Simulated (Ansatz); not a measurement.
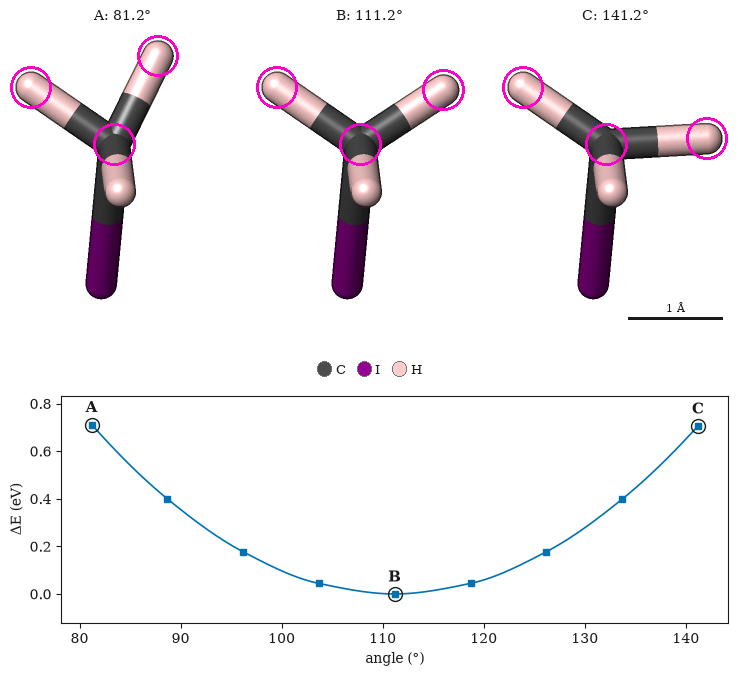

CH₃I: one H–C–H angle is varied, with the rest of the molecule carried along rigidly. The lettered frames are marked on the plot. Style: stick. Shown onto the plane of the angle. The ringed atoms are those of the scanned coordinate.

Single-point energies from Ansatz with CCSD(T) in the def2-TZVPP basis, on geometries moved rigidly from the minimum at PBE0-D4/def2-TZVP. Coupled cluster with a frozen core. Elements past krypton carry the basis set's effective core potentials. Energies are counted from the PBE0-D4/def2-TZVP minimum geometry at the same level.

Q: Describe the profile.

A: Of the computed points the lowest is at the angle 111.2°, 0.000 eV. The end points stand at 0.712 eV (81.2°) and 0.706 eV (141.2°). The curvature at the lowest point is about 5.2 eV/rad².
